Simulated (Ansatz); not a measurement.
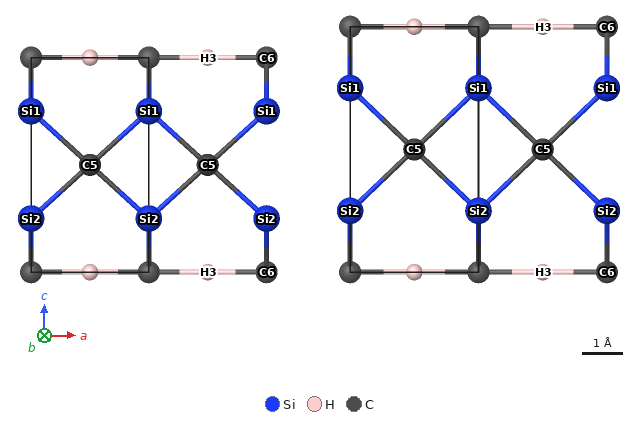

Two geometries of crystalline SiHC (a generated structure, set up in P4_2/mmc) (coarse preliminary run), drawn at one scale. One is the start of a relaxation, the other its converged end. Style: ball-and-stick. Shown: the cell of the calculation, repeated 2 × 1 × 1 with one cell outlined, along the b axis.

Level of theory: Ansatz 0.2.0, DFT PBE, scalar-relativistic, plane waves, PAW. Settings: plane-wave cutoff 420 eV; k-point mesh 6 × 6 × 4; occupations gaussian; smearing width 0.1 eV; no spin polarisation; cell and atoms relaxed; force threshold 0.04 eV/Å; at most 70 steps.

> Which of the two is the end point?

The left one is the relaxed one. After 5 accepted moves (7 points after the start) the energy has fallen by 1.803 eV per cell of the calculation. All forces vanish by symmetry, so only the cell relaxes. Pressure: −23.88 GPa at the start and 0.01 GPa at the end. At 2 points the geometry stayed and the basis and grid were re-selected for the new cell (energy shift of 9.7 meV per cell of the calculation at most each time). The atoms keep their places relative to the cell (all moves are under 0.005 Å). The drawn cell changes as follows: a = b 3.261 → 2.990 Å (−8.3 %), c 6.235 → 5.452 Å (−12.6 %); the volume changes by −26.5 %. Some distances before and after: Si–Si 3.117 → 2.726 Å, C–Si 2.256 → 2.023 Å, C–H 1.630 → 1.495 Å. Among the angles between lasting bonds that change: C–Si–C 92.6° → 95.3°, Si–C–Si 92.6° → 95.3°, Si–C–Si 87.4° → 84.7°. The space group stays P4_2/mmc (No. 131). Cost: 25 s on 1 thread of Intel(R) Xeon(R) Processor @ 2.70GHz, on a shared host, peak memory 0.36 GiB.
